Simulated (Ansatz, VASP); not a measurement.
# MgW: VASP beside Ansatz, part 2 of 2

One calculation is typed for both programs; each brings its own data sets. How far apart do they land? The cell is invented: As first built, before any earlier steps moved the atoms (in the runner's words): it takes the MgZr structure with some of its atoms replaced by other elements, volume scaled by an estimate. It may not be a known or stable phase. The cell is taken from a series of VASP runs on this material, whose earlier steps may have relaxed, scaled or displaced it; both programs get it as it stands. Other levels of theory on this material are compared in a session of their own. Valence electrons are named where the data sets of a main pair hold unlike numbers.

VASP 6.6.1 and Ansatz 0.2.0.

So far. Step 2 (VASP: band structure, LDA, spin-orbit coupling): The run ends at a pressure of 0.52 GPa.

## Step 3: Ansatz: band structure, LDA, spin-orbit coupling

Level of this step: Ansatz beside VASP: Kohn-Sham DFT, plane waves, LDA, spin-orbit coupling (Ansatz).

Ansatz runs on its fully relativistic PAW (standard-fr) files.

The same cell, functional (in two slightly different forms), mesh and smearing now go to Ansatz, which takes its cutoff from its data sets.

Contents of input.yaml:

```yaml
crystal:
  lattice:
    - [2.7899567979, -2.69e-08, 0.0]
    - [-1.3949779448, 2.4161732959, 0.0]
    - [0.0, 0.0, 4.8253086867]
  atoms:
    - { symbol: W, position: [0.66666667, 0.33333333, 0.5] }
    - { symbol: Mg, position: [0.0, 0.0, 0.0] }
hamiltonian:
  xc: lda
  pseudopotentials: { kind: paw_fr }
magnetization:
  noncollinear: true
  spin_orbit: true
kpoints:
  mp_grid: { grid: [9, 9, 5] }
  band_path:
    path:
      - [0.0, 0.0, 0.0]
      - [0.13333, 0.0, 0.0]
      - [0.3, 0.0, 0.0]
      - [0.46667, 0.0, 0.0]
      - [0.46667, 0.06667, 0.0]
      - [0.41111, 0.17778, 0.0]
      - [0.35556, 0.28889, 0.0]
      - [0.28889, 0.28889, 0.0]
      - [0.17778, 0.17778, 0.0]
      - [0.06667, 0.06667, 0.0]
      - [0.0, 0.0, 0.03333]
      - [0.0, 0.0, 0.2]
      - [0.0, 0.0, 0.36667]
      - [0.0, 0.0, 0.5]
      - [0.16667, 0.0, 0.5]
      - [0.3, 0.0, 0.5]
      - [0.46667, 0.0, 0.5]
      - [0.46667, 0.06667, 0.5]
      - [0.41111, 0.17778, 0.5]
      - [0.35556, 0.28889, 0.5]
      - [0.28889, 0.28889, 0.5]
      - [0.17778, 0.17778, 0.5]
      - [0.06667, 0.06667, 0.5]
      - [0.5, 0.0, 0.46667]
      - [0.5, 0.0, 0.3]
      - [0.5, 0.0, 0.13333]
      - [0.33333, 0.33333, 0.0]
      - [0.33333, 0.33333, 0.16667]
      - [0.33333, 0.33333, 0.33333]
      - [0.33333, 0.33333, 0.5]
    npoints: 1
scf:
  occupations: { method: fermi_dirac, width: 0.05 }
  n_extra_bands: 14
output:
  forces: true
  stress: true
  eigenvalues: true
```

On the command line:

```console
$ ansatz run input.yaml --threads 2 --pin off --max-ram 4608MiB --backend cpu --events-out ev --progress --plain --runs-dir out
```

Numbers of over 12 decimals in the logs are rounded to 6 here.

The log of the run:

```text
Warning: the atoms were moved onto the symmetric positions of the space group found under crystal.symmetry.tolerance 1.0e-5 (fractional; no operation is sought that the atoms, as they stand in a round, miss by more than twice it, and no atom is moved by as much as it), and the run uses the moved positions. Before a round's move an operation carried an atom to 1.39e-8 Å from where it should land, the largest such dist [...]
scf.n_extra_bands = 14 over 24 filled bands (N_el = 24.0): the run solves 38 bands
Engine: ansatz 0.2.0, aarch64-unknown-linux-gnu
Pseudopotentials: kind: paw_fr
Pseudopotential: W, paw_fr, valence charge 14, recommended cutoff 420 eV (normal), W.paw.azcp#standard-fr
Pseudopotential: Mg, paw_fr, valence charge 10, recommended cutoff 420 eV (normal), Mg.paw.azcp#standard-fr
Functional definition: SPW92
  exchange = slater_x
  correlation = pw_c
non-collinear run that drives no moment, with spin-orbit: no starting moment large enough to seed its density (crystal.atoms[].spin), no starting occupations that ask for one, no magnetisation constraint and no magnetic field, so the semilocal B_xc is pinned to zero
Crystal: 2 atoms, lattice volume = 32.527 Å³
Basis set: ecut = 420 eV, 665 PW (Γ)
Bands: 38, of which v1, the nominal top of the filled ones, is band 24 counted from 1 (23 counted from 0)
Symmetry: 12 space group operations + 12 with time reversal
Magnetic group: BNS 187.210 (UNI 1440), of the structure as read, at distance tolerance 3.2e-5 Å
k-points: 36 of 405 (time reversal used)
Projection manifold: j_resolved (fully-relativistic pseudo-atomic orbitals)
Non-local potential: W, projectors of the file, l = 0: 3, l = 1: 4, l = 2: 4, l = 3: 2
Non-local potential: Mg, projectors of the file, l = 0: 3, l = 1: 4, l = 2: 2
PAW form: soft (Blöchl's): semilocal exchange-correlation on the pseudo side does not see the compensation charge
PAW frozen core: W, regenerated for the run's functional, and the local potential with it (the file was generated under x = pbe(κ = 0.804, μ = 0.219515), c = pbe(β = 0.066725))
PAW frozen core: Mg, regenerated for the run's functional, and the local potential with it (the file was generated under x = pbe(κ = 0.804, μ = 0.219515), c = pbe(β = 0.066725))
PAW one-centre angular grid: W, 590 points (default); XC on 64 Gauss nodes
PAW one-centre angular grid: Mg, 110 points (default); XC on 64 Gauss nodes
Initial density: superposition of atomic densities (chi_scale 0.1, normalization cell, long waves kept (reshape's long-wave potential 0.01 eV rms))
Initial wavefunctions: pseudopotential atomic-orbital guess
Functional: x = slater, c = lda
SCF iter   1: F=—  HF=-12055.330133 eV  |F-HF|=—  |Δ(HF+E_count)|=         —  Δρ=8.46e-2  dr2=5.11e0  dr2_m=0.00e0 (ungated)  ethr=3.10e-3  |M|=0.00e0 ∫|m|=0.00e0 μB  |m|>n=0.0e0 m-floor=0.0e0 τ_xc=0.0e0  β_m=0.30  ⟨swp⟩=6.9  Hψ=6852  notcnv=0  defer=55
preconditioner: auto → none  [metal: Δε(μ)=0.006 eV  Ē_g=9.214 eV  σ=0.050 eV  W_gap=0.03  n_scr=2 (ndim 8)  ℏωp=18.4 eV  f_vac=0.000  D(μ)=1.69/eV (n_scr^D=22)  sad-step TF]
SCF iter   2: F=—  HF=-12054.614816 eV  |F-HF|=—  |Δ(HF+E_count)|=   7.15e-1  Δρ=5.58e-2  dr2=2.09e0  dr2_m=0.00e0 (ungated)  ethr=3.10e-3  |M|=0.00e0 ∫|m|=0.00e0 μB  |m|>n=0.0e0 m-floor=0.0e0 τ_xc=0.0e0  β_m=0.56  ⟨swp⟩=2.0  Hψ=1920  notcnv=0  defer=226
SCF iter   3: F=—  HF=-12054.154873 eV  |F-HF|=—  |Δ(HF+E_count)|=   4.60e-1  Δρ=9.08e-3  dr2=1.89e-2  dr2_m=0.00e0 (ungated)  ethr=3.10e-3  |M|=0.00e0 ∫|m|=0.00e0 μB  |m|>n=0.0e0 m-floor=0.0e0 τ_xc=0.0e0  β_m=0.63  ⟨swp⟩=3.5  Hψ=2226  notcnv=0  defer=226
SCF iter   4: F=—  HF=-12054.152054 eV  |F-HF|=—  |Δ(HF+E_count)|=   2.82e-3  Δρ=3.20e-3  dr2=5.50e-3  dr2_m=0.00e0 (ungated)  ethr=7.87e-5  |M|=0.00e0 ∫|m|=0.00e0 μB  |m|>n=0.0e0 m-floor=0.0e0 τ_xc=0.0e0  β_m=0.67  ⟨swp⟩=2.6  Hψ=2613  notcnv=0  defer=230
SCF iter   5: F=—  HF=-12054.151967 eV  |F-HF|=—  |Δ(HF+E_count)|=   8.71e-5  Δρ=1.24e-3  dr2=7.40e-4  dr2_m=0.00e0 (ungated)  ethr=2.29e-5  |M|=0.00e0 ∫|m|=0.00e0 μB  |m|>n=0.0e0 m-floor=0.0e0 τ_xc=0.0e0  β_m=0.61  ⟨swp⟩=2.0  Hψ=1574  notcnv=0  defer=230
SCF iter   6: F=—  HF=-12054.151787 eV  |F-HF|=—  |Δ(HF+E_count)|=   1.81e-4  Δρ=2.88e-4  dr2=2.36e-5  dr2_m=0.00e0 (ungated)  ethr=3.08e-6  |M|=0.00e0 ∫|m|=0.00e0 μB  |m|>n=0.0e0 m-floor=0.0e0 τ_xc=0.0e0  β_m=0.80  ⟨swp⟩=1.9  Hψ=1311  notcnv=0  defer=230
SCF iter   7: F=—  HF=-12054.151782 eV  |F-HF|=—  |Δ(HF+E_count)|=   4.34e-6  Δρ=1.73e-5  dr2=4.01e-8  dr2_m=0.00e0 (ungated)  ethr=4.17e-10  |M|=0.00e0 ∫|m|=0.00e0 μB  |m|>n=0.0e0 m-floor=0.0e0 τ_xc=0.0e0  β_m=0.90  ⟨swp⟩=10.9  Hψ=8242  notcnv=0
SCF iter   8: F=-12054.151783 eV  HF=-12054.151783 eV  |F-HF|=1.03e-8  |Δ(HF+E_count)|=   2.19e-8  Δρ=6.81e-6  dr2=7.33e-9  dr2_m=0.00e0 (ungated)  ethr=1.67e-10  |M|=0.00e0 ∫|m|=0.00e0 μB  |m|>n=0.0e0 m-floor=0.0e0 τ_xc=0.0e0  ⟨swp⟩=2.0  Hψ=3985  notcnv=0
SCF 1 converged in 8 iterations: F = -12054.151783 eV  dr2 = 7.33e-9
  greatest PAW one-centre occupation: 1.001 electrons in one spin orbital (limit 2), on the Mg atom at site 1 (counted from 0), in its partial waves of l = 1
NSCF: frozen V_eff on 30 k-points
SCF converged after 8 iterations
Magnetization: |M| = 0.0000 μB,  M = (+0.0000, +0.0000, +0.0000) μB
Absolute magnetization: 0.0000 μB (∫|m|)
  site 0: m = (+0.0000, +0.0000, +0.0000) μB, |m| = 0.0000 μB  (R = 1.15 Å)
  site 1: m = (+0.0000, +0.0000, +0.0000) μB, |m| = 0.0000 μB  (R = 1.15 Å)
Free energy (F): -12054.151783 eV
Harris-Foulkes:  -12054.151783 eV  (|F-HF|=1.03e-8)
Internal energy: -12054.135702 eV  (E = F + TS)
E sigma→0 (E₀):  -12054.143742 eV
Entropy (-TS):   -0.016081 eV (-8.040 meV/atom)
Fermi energy:    14.579582 eV
--- Per-component energies (eV) ---
  E_band       = -445.285461
  E_kinetic    = 526.524681
  E_local      = -2165.676255  (includes V_loc(G=0)·N_el)
  E_nonlocal   = 99.236144
  E_hartree    = 763.225040
  E_xc         = -293.538545
  E_vxc        = -276.334398  (∫ρ·V_xc dr)
  E_paw        = -8599.744978  (= ΣΔE_a)
  E_vpaw       = -155.488392  (= ΣTr[D̂ρ^β])
  E_aug_tail   = -0.000063  (compensation charges beyond the density's cutoff)
  E_ewald      = -2384.605161
  E_core_change = 0.443436  (= ΣΔE_core)
  E_smearing   = -0.016081  (= −TS)
  E_closure    = 0.000000  (closes the sum)
  Σ components = -12054.151783   (vs F -12054.151783, Δ=0.00e0)
--- Forces (eV/Å), atoms counted from 1 ---
  atom   1  W      0.00000000    -0.00000000     0.00000000
  atom   2  Mg    -0.00000000    -0.00000000     0.00000000
  max |Σ_I F_I| component: 2.40e-17 eV/Å
--- Stress (GPa, compression-positive) ---
        2.608422      -0.000000       0.000000
       -0.000000       2.608422       0.000000
        0.000000       0.000000      -0.660687
  P = ⅓ Tr σ = 1.5187 GPa (15.187 kbar)
--- Band table (eV; the first three rows and the last of 36) ---
  k-point 0: bands = [... 20 lower, 13.5203, 13.5203, 14.3532, 14.3532, 15.0178, 15.0178, 17.4502, 17.4502, ... 10 higher]
  k-point 1: bands = [... 20 lower, 12.9702, 12.9702, 14.3523, 14.3544, 15.0181, 15.0181, 17.4994, 17.4994, ... 10 higher]
  k-point 2: bands = [... 20 lower, 12.4320, 12.4320, 14.3528, 14.3541, 15.0187, 15.0187, 17.4965, 17.4965, ... 10 higher]
  k-point 35: bands = [... 20 lower, 13.1237, 13.3369, 13.4667, 13.6724, 14.3576, 14.3602, 16.4789, 16.4848, ... 10 higher]
```

Run time: 15 s. Hardware: 2 threads of Arm Neoverse N1, shared host; peak memory 0.41 GiB.

## Step 4: Side by side

Known differences besides the potentials themselves: spin-orbit coupling enters by fully relativistic files in Ansatz and inside the spheres in VASP; the two LDA forms differ slightly; the data sets hold 24 valence electrons in Ansatz (on its fully relativistic PAW (standard-fr) files) and 8 in VASP; the cutoff is 420 eV in Ansatz and 400 eV in VASP; VASP's log shows a relativistic correction to its local exchange, Ansatz's none. Total energies have different zeros and are not compared.

Compared:

| quantity | Ansatz | VASP | difference |
| --- | --- | --- | --- |
| pressure (GPa) | 1.52 | 0.52 | +1.00 |

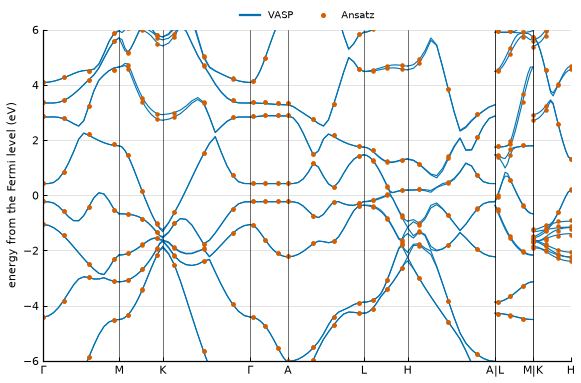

Bands from VASP (lines) and levels from Ansatz (dots). Dots without a line are higher empty bands that the VASP plot leaves out.

Levels from 3 eV below to 2 eV above the Fermi level differ by 18 meV r.m.s. and 52 meV at most; each VASP level is matched to the nearest of Ansatz, which flatters the figure a little.

## Step 5: What the set-up changes

Further runs change the set-up of one program: Ansatz's method, potentials or start, or VASP's data sets, cutoff or form of LDA. The table gives that difference for each run.

| run | pressure (GPa) |
| --- | --- |
| as above | 1.0 |
| Ansatz's larger PAW set (cutoff 880 eV) | 1.0 |

## Step 6: Summary of results

```
difference in pressure (band structure, LDA, spin-orbit coupling) : 1.0 GPa
```

In words: The difference in pressure is 1.0 GPa (band structure, LDA, spin-orbit coupling), at about the 1 GPa picked in this series as the mark of a large difference. The data sets hold unlike numbers of valence electrons (24 in Ansatz and 8 in VASP), so part of the differences comes from the potentials. For band structure, LDA, spin-orbit coupling, no further run moves any of the tabulated differences by more than a quarter of its size. 10 further runs of this series are not shown here. How closely two codes agree says nothing of how well the functional describes the real material.

[Lines on the potential files, build, host, timing and source positions are cut from VASP's logs without a mark.]

[Logs are printed without paths, hosts, clocks, repeated set-up lines and the standing remarks that a program may print on its own settings, such as how far it seeks lower states.]

[Hosts, paths, dates, database ids (printed as entryN), source tags and the programs' standing remarks are cut or masked in the printed files.]
